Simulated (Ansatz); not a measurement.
BNH5OCl: several calculations on one system

### Relaxation

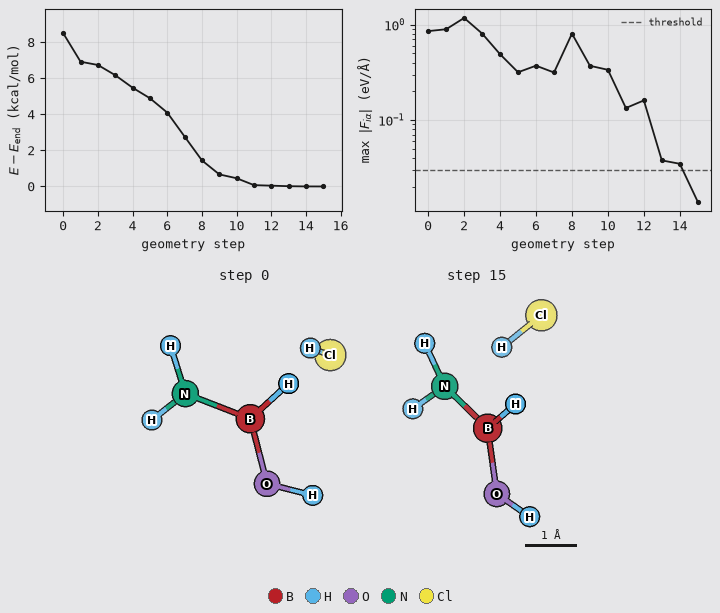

First and last geometry of a relaxation of BNH$_{5}$OCl, with the history of the run. A ball-and-stick model, seen from a free direction.

The run prepares an end point of a later path (reaction) calculation, from a guessed geometry.

Computed with RKS PBE-D4/6-31G* (Ansatz). (no spin polarisation; force threshold 0.03 eV/Å; at most 50 steps)

> Did the run converge, and what did it change?

It converged. Over 15 geometry steps the energy falls by 8.50 kcal/mol. The largest force component goes from 0.86 to 0.014 eV/Å. The atom that moves furthest after the best rigid fit is an H atom (1.04 Å). Largest moves by element: H 1.04 Å, Cl 0.93 Å, N 0.61 Å, B 0.34 Å, O 0.32 Å. Near-neighbour distances that change, for instance: B–N 1.409 → 1.439 Å, Cl–H 1.342 → 1.352 Å, B–O 1.379 → 1.371 Å. Bond angles that change, for instance: B–N–H 123.3° → 119.2°, B–N–H 121.9° → 119.0°, O–B–N 119.4° → 117.3°. Cost: 41 s on 1 thread of Arm Neoverse V1, with other jobs on the host, peak memory 0.15 GiB.

### Relaxation

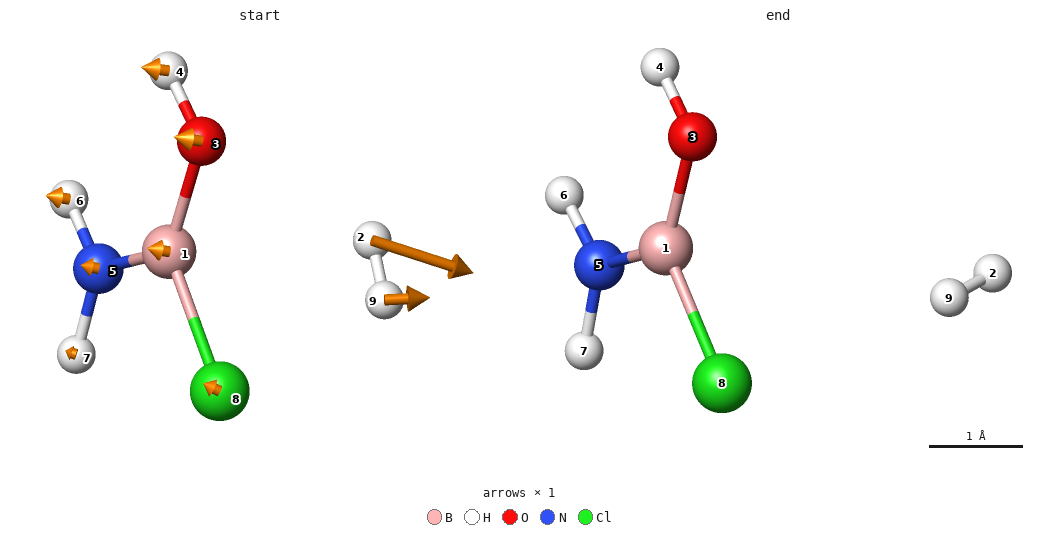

The structure of BNH₅OCl before (left) and after (right) a relaxation, at one scale. The orange arrows give the displacements, at their true length.

Style: ball-and-stick. Shown at a tilt.

The run prepares an end point of a later path (reaction) calculation, from a guessed geometry.

These are results of RKS PBE-D4/6-31G* (Ansatz 0.2.0), not measurements. Settings: no spin polarisation; force threshold 0.03 eV/Å; at most 50 steps.

Q: Describe what moved and what it gained.

A: Over 17 geometry steps the energy falls by 0.208 eV. The largest force component goes from 1.6 to 0.015 eV/Å. The forces were under the threshold at step 10, but the run went on from there. The atom that moves furthest after the best rigid fit is H2 (1.20 Å). Largest moves by element: H 1.20 Å, O 0.32 Å, B 0.25 Å, N 0.20 Å, Cl 0.20 Å. Among the contacts that change: B1–Cl8 1.836 → 1.796 Å, H2–H9 0.712 → 0.752 Å.

Limits of the set-up: the start holds two separate molecules, 2.4 Å apart at their closest, whose relative position is a soft coordinate.

### Path

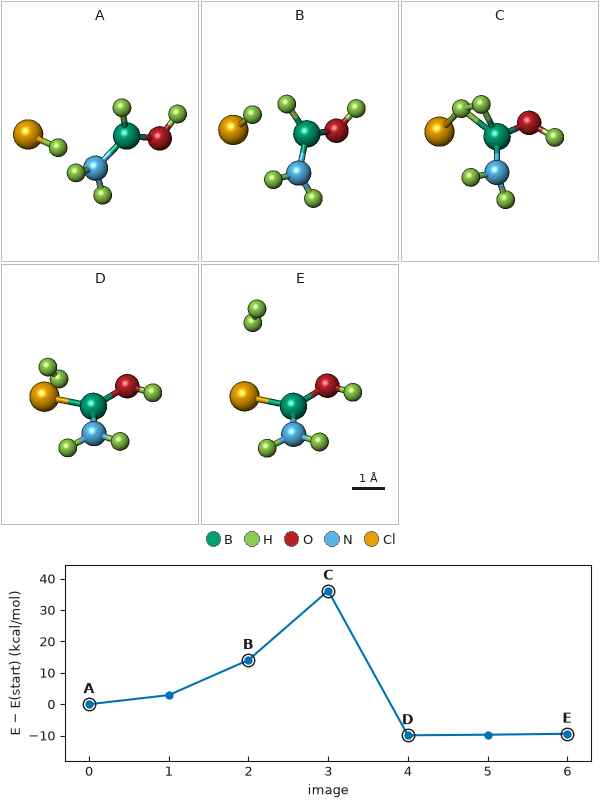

A search for the minimum-energy path of BNH5OCl by the nudged elastic band. Images are numbered from 0 (start) to 6 (end). Frames A to E are images 0, 2, 3, 4, 6. Style: ball-and-stick. Shown from a free direction.

These are results of RKS PBE-D4/6-31G* (Ansatz), not measurements. Settings: 5 movable images; climbing image; force threshold 0.05 eV/Å; iteration limit 60; starting path through a guess of the saddle point.

Question: Describe the mechanism and the energy profile.

Answer: Breaking: B–H (1.21 → 3.79 Å), Cl–H (1.35 → 3.11 Å). Forming: B–Cl (3.79 → 1.80 Å), H–H (3.14 → 0.75 Å). Forward barrier 36.1 kcal/mol, backward barrier 45.5 kcal/mol, with image 3 at the top; the reaction energy is −9.4 kcal/mol. Image 4 lies below both ends, at −9.9 kcal/mol, which points to an intermediate minimum that so few images don't resolve. The band converged in 47 iterations, with a climbing image at the top.

The run took 7.8 min on 1 thread of Arm Neoverse V1, with other jobs on the host, peak memory 0.12 GiB.
